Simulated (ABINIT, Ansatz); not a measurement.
# LaB6 (Pm-3m): zone-centre phonons, part 3 of 3

Aim: the zone-centre modes of LaB6 (Pm-3m).

ABINIT 10.8.3; DFT PBEsol, scalar-relativistic, plane waves, PseudoDojo norm-conserving pseudopotentials.

So far. Step 4 (Linear response at Γ): The acoustic modes at Γ come out as far as 7.8 cm⁻¹ from zero, where they should vanish, a small numerical error. The relaxed cell has a = 4.133 Å (conventional setting).

## (5) Zone-centre analysis (continued)

No LO-TO term; unit eigenvectors of the mass-weighted matrix, from anaddb's displacements. The modes at Γ (shares of kinetic energy by element, %):

```
mode  frequency (cm⁻¹)  symmetry  La %  B %
   1               0.0  acoustic    68   32
   2               0.0  acoustic    68   32
   3               0.0  acoustic    68   32
   4             184.0       T1u    32   68
   5             184.0       T1u    32   68
   6             184.0       T1u    32   68
   7             520.1       T2u     0  100
   8             520.1       T2u     0  100
   9             520.1       T2u     0  100
  10             562.0       T1g     0  100
  11             562.0       T1g     0  100
  12             562.0       T1g     0  100
  13             701.9       T2g     0  100
  14             701.9       T2g     0  100
  15             701.9       T2g     0  100
  16             859.4       T1u     0  100
  17             859.4       T1u     0  100
  18             859.4       T1u     0  100
  19            1134.3        Eg     0  100
  20            1134.3        Eg     0  100
  21            1292.5       A1g     0  100
```

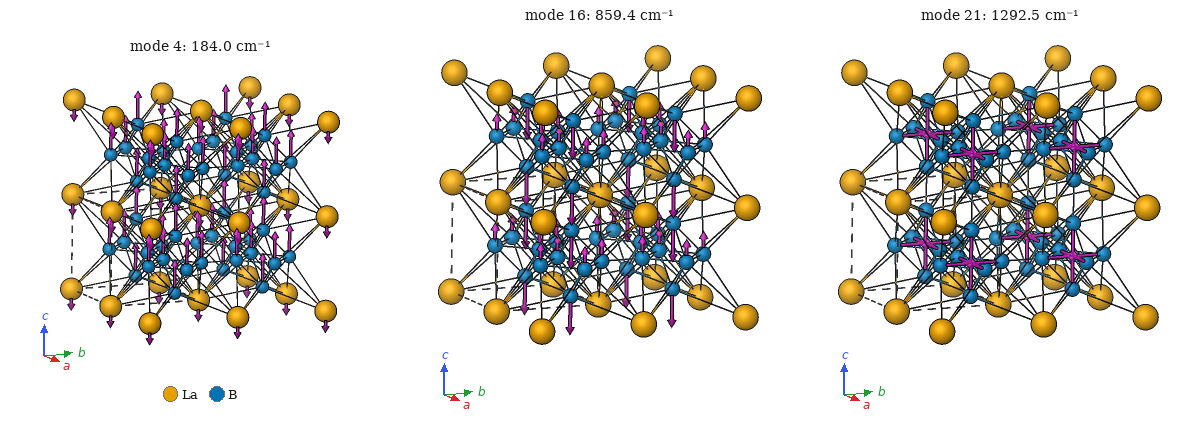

Displacement patterns of modes 4, 16 and 21 at Γ; arrows are exaggerated. 2×2×2 cells are drawn. Some periodic images of atoms are drawn too.

The rule moves no optical mode by more than 0.3 cm⁻¹.

## (6) Sum rules set otherwise (asr 0)

Without the rule the raw error of the acoustic modes shows.

Contents of anaddb.abi:

```
ddb_filepath "gamma_DDB"
output_file "anaddb.abo"
outdata_prefix "anaddb"
asr 0
chneut 0
enunit 2
eivec 1
nph1l 1
qph1l 0.0 0.0 0.0 1.0
```

Contents of mrgddb.in:

```
gamma_DDB
merged
2
dfpt_gammao_DDB
gso_DDB
```

Launch:

```sh
$ mrgddb < mrgddb.in > mrgddb.log
$ OMP_NUM_THREADS=1 anaddb anaddb.abi > anaddb.log
```

anaddb.abo, the main output file:

```text
[banners, grids, parts of the stress and lines that vanish by symmetry left out]
-outvars_anaddb: echo values of input variables ----------------------

 Miscellaneous information :
[...]
Phonon wavevector (reduced coordinates) :  0.00000  0.00000  0.00000
 Phonon energies in Hartree :
[...]
Phonon energies in meV     :
- -9.642695E-01 -9.642695E-01 -9.642695E-01  2.277988E+01  2.277988E+01
-  2.277988E+01  6.447803E+01  6.447803E+01  6.447803E+01  6.967254E+01
-  6.967254E+01  6.967254E+01  8.701875E+01  8.701875E+01  8.701875E+01
-  1.065441E+02  1.065441E+02  1.065441E+02  1.406331E+02  1.406331E+02
-  1.602417E+02
 Phonon frequencies in cm-1    :
- -7.777358E+00 -7.777358E+00 -7.777358E+00  1.837321E+02  1.837321E+02
-  1.837321E+02  5.200504E+02  5.200504E+02  5.200504E+02  5.619470E+02
-  5.619470E+02  5.619470E+02  7.018536E+02  7.018536E+02  7.018536E+02
-  8.593358E+02  8.593358E+02  8.593358E+02  1.134282E+03  1.134282E+03
-  1.292436E+03
 Phonon frequencies in Thz     :
- -2.331593E-01 -2.331593E-01 -2.331593E-01  5.508151E+00  5.508151E+00
-  5.508151E+00  1.559072E+01  1.559072E+01  1.559072E+01  1.684675E+01
-  1.684675E+01  1.684675E+01  2.104104E+01  2.104104E+01  2.104104E+01
-  2.576224E+01  2.576224E+01  2.576224E+01  3.400493E+01  3.400493E+01
-  3.874627E+01
 Phonon energies in Kelvin  :
- -1.118988E+01 -1.118988E+01 -1.118988E+01  2.643496E+02  2.643496E+02
-  2.643496E+02  7.482365E+02  7.482365E+02  7.482365E+02  8.085163E+02
-  8.085163E+02  8.085163E+02  1.009811E+03  1.009811E+03  1.009811E+03
-  1.236392E+03  1.236392E+03  1.236392E+03  1.631979E+03  1.631979E+03
-  1.859527E+03
[...]
-  1  0.00000000E+00  0.00000000E+00 -1.63979127E-03
-     0.00000000E+00  0.00000000E+00  0.00000000E+00
-  2  0.00000000E+00  0.00000000E+00 -1.64278942E-03
-     0.00000000E+00  0.00000000E+00  0.00000000E+00
-  3  0.00000000E+00  0.00000000E+00 -1.64278942E-03
-     0.00000000E+00  0.00000000E+00  0.00000000E+00
-  4  0.00000000E+00  0.00000000E+00 -1.64278942E-03
-     0.00000000E+00  0.00000000E+00  0.00000000E+00
-  5  0.00000000E+00  0.00000000E+00 -1.64278942E-03
-     0.00000000E+00  0.00000000E+00  0.00000000E+00
-  6  0.00000000E+00  0.00000000E+00 -1.64303144E-03
-     0.00000000E+00  0.00000000E+00  0.00000000E+00
-  7  0.00000000E+00  0.00000000E+00 -1.64303144E-03
-     0.00000000E+00  0.00000000E+00  0.00000000E+00
[...]
-  1  0.00000000E+00 -1.63979127E-03  0.00000000E+00
-     0.00000000E+00  0.00000000E+00  0.00000000E+00
-  2  0.00000000E+00 -1.64278942E-03  0.00000000E+00
-     0.00000000E+00  0.00000000E+00  0.00000000E+00
-  3  0.00000000E+00 -1.64303144E-03  0.00000000E+00
-     0.00000000E+00  0.00000000E+00  0.00000000E+00
-  4  0.00000000E+00 -1.64278942E-03  0.00000000E+00
-     0.00000000E+00  0.00000000E+00  0.00000000E+00
-  5  0.00000000E+00 -1.64303144E-03  0.00000000E+00
-     0.00000000E+00  0.00000000E+00  0.00000000E+00
-  6  0.00000000E+00 -1.64278942E-03  0.00000000E+00
-     0.00000000E+00  0.00000000E+00  0.00000000E+00
-  7  0.00000000E+00 -1.64278942E-03  0.00000000E+00
-     0.00000000E+00  0.00000000E+00  0.00000000E+00
[...]
-  5 -8.19729988E-07  0.00000000E+00  0.00000000E+00
-     0.00000000E+00  0.00000000E+00  0.00000000E+00
-  6 -3.56169731E-03  0.00000000E+00  0.00000000E+00
-     0.00000000E+00  0.00000000E+00  0.00000000E+00
-  7  3.56169731E-03  0.00000000E+00  0.00000000E+00
-     0.00000000E+00  0.00000000E+00  0.00000000E+00
[...]
-  1  0.00000000E+00  0.00000000E+00  0.00000000E+00
-     0.00000000E+00  0.00000000E+00  0.00000000E+00
-  2  0.00000000E+00  3.56169730E-03  8.19736263E-07
-     0.00000000E+00  0.00000000E+00  0.00000000E+00
-  3  3.56169730E-03  0.00000000E+00 -2.64848009E-07
-     0.00000000E+00  0.00000000E+00  0.00000000E+00
[...]
-  6  0.00000000E+00  0.00000000E+00 -1.23687857E-03
-     0.00000000E+00  0.00000000E+00  0.00000000E+00
-  7  0.00000000E+00  0.00000000E+00  1.23687857E-03
-     0.00000000E+00  0.00000000E+00  0.00000000E+00
[...]
1.0  1.0  1.0  1.0  1.0  1.0  1.0  1.0  1.0  1.0  1.0  1.0  1.0  1.0  1.0  1.0
  1.0  1.0  1.0  1.0  1.0  1.0  1.0  1.0  1.0  1.0  1.0  1.0  1.0  1.0  1.0  1.0
-
```

Elapsed: 0.6 s, on 1 thread of Arm Neoverse V2, shared host.

Numbers from this step:

```
lowest optical zone-centre mode : 183.7 cm⁻¹
```

Zone-centre frequencies as printed; negative means imaginary. Modes:

```
mode  frequency (cm⁻¹)
   1             -7.78
   2             -7.78
   3             -7.78
   4             183.7
   5             183.7
   6             183.7
   7               520
   8               520
   9               520
  10               562
  11               562
  12               562
  13             701.9
  14             701.9
  15             701.9
  16             859.3
  17             859.3
  18             859.3
  19              1134
  20              1134
  21              1292
```

## (7) Summary of results

* space group after relaxation: Pm-3m
* volume per atom: 10.1 Å³
* highest optical zone-centre mode (no LO-TO term): 1292 cm⁻¹
* lowest optical zone-centre mode: 184.0 cm⁻¹
* imaginary optical modes at the zone centre (no q mesh in this session): none

**Reading.** At the PBEsol level the optical modes of LaB6 (Pm-3m) at the zone centre run from 184 to 1292 cm⁻¹. These are harmonic frequencies at zero temperature: anharmonic shifts and linewidths and thermal expansion are left out. Spin-orbit coupling is left out, which can matter for the heavy elements here. In a metal the frequencies hang on the k mesh and the smearing, most of all near Kohn anomalies. The runs are without spin polarisation, although the cell has an odd electron count or an open d or f shell, so a magnetic state was not tested.

[Host names and launcher messages were left out of these logs when they were recorded.]

[Logs are printed without paths, hosts, clocks, repeated set-up lines and the standing remarks that a program may print on its own settings, such as how far it seeks lower states.]

[Hosts, paths, dates, database ids (printed as entryN), source tags and the programs' standing remarks are cut or masked in the printed files.]
